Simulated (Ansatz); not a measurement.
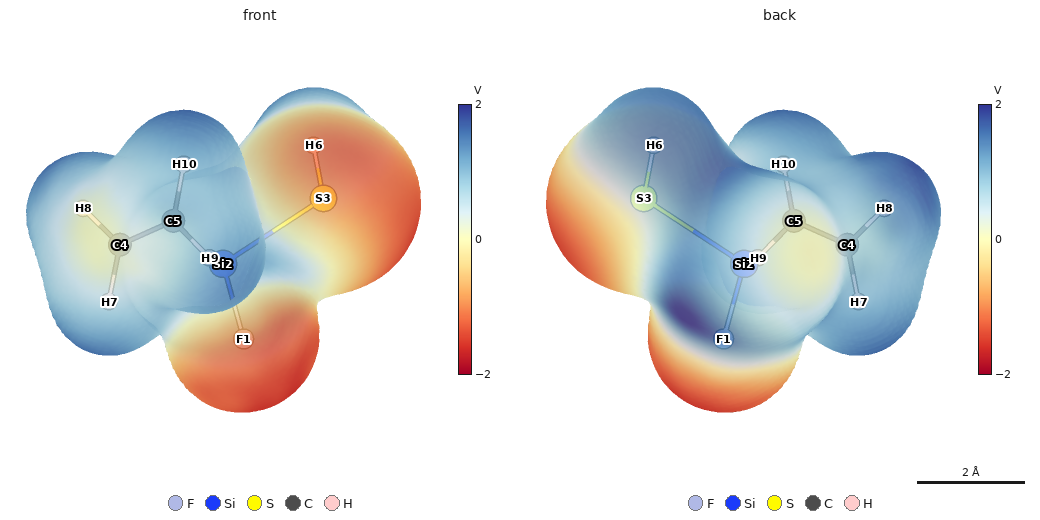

*C2H5FSSi. The electrostatic potential painted on the density surface at 0.004 e/bohr³, seen from the front and from behind; red is negative and blue positive.*

At this geometry the atoms fall into two loosely joined parts.

The calculation used RKS PBE-D4/6-31G (Ansatz 0.2.0).

```yaml
atoms:
  - { symbol: F, position_ang: [-1.2406, -1.1727, 1.3798] }
  - { symbol: Si, position_ang: [0.1313, -1.7659, 0.4890] }
  - { symbol: S, position_ang: [1.7641, -0.7730, 1.8179] }
  - { symbol: C, position_ang: [-0.7043, -0.0081, -1.4094] }
  - { symbol: C, position_ang: [-0.1463, 0.9435, -0.6174] }
  - { symbol: H, position_ang: [2.8375, -1.4602, 1.2612] }
  - { symbol: H, position_ang: [-1.7159, -0.3827, -1.2206] }
  - { symbol: H, position_ang: [-0.2094, -0.3728, -2.3152] }
  - { symbol: H, position_ang: [-0.6595, 1.3116, 0.2763] }
  - { symbol: H, position_ang: [0.8472, 1.3558, -0.8157] }
```

Describe the electrostatic potential map.

The most negative region (about −1.6 V) lies over F1, the most positive (about +1.9 V) over Si2 and H8.
